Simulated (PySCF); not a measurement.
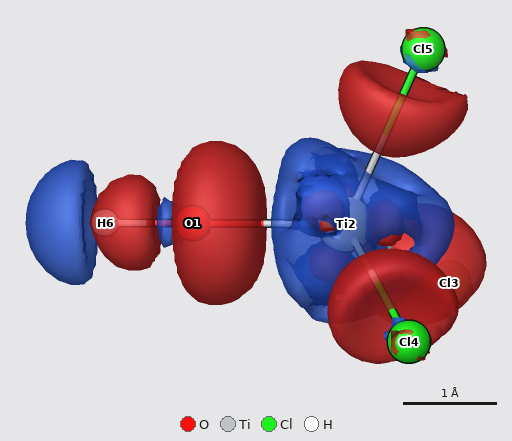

Figure. Cl3HOTi, SMILES `O[Ti](Cl)(Cl)Cl`. Deformation density (molecule less spherical, spin-averaged free atoms at the same positions), surfaces at ±0.06 e/Å³; red: gain, blue: loss.

Method: CAM-B3LYP/def2-SVP; geometry: GFN2-xTB; program: PySCF. This is a single-reference result, which may miss multireference character in this system. No frequency check shows the geometry to be a minimum. GFN2-xTB bond lengths at metals and heavier atoms can be off by up to 0.1 Å and shapes distorted, which carries into these values.

How much density has each bond gained at its critical point, relative to the free atoms?

Answer. O1–H6: +0.70 e/Å³ at the bond critical point (bond length 0.96 Å, Mayer order 0.9). Ti2–Cl5, Ti2–Cl3 and Ti2–Cl4: +0.11 e/Å³ at the bond critical point (bond length 2.13 Å, Mayer order 1.3). O1–Ti2: 0.00 e/Å³ at the bond critical point (bond length 1.67 Å, Mayer order 1.3); up to 0.6 Å beside the axis the gain reaches +0.20 e/Å³. In all, 1.2 electrons gather in the regions of gain relative to the promolecule. A small or negative value marks a very polar bond, one between electron-rich atoms, whose free-atom densities already overlap strongly, a long bond to a heavier atom, or a closed-shell contact such as a hydrogen bond.

Where do the Hirshfeld charges lie?

Answer. The highest Hirshfeld charge is on Ti2 (+0.50 e), the lowest on O1 (−0.30 e).
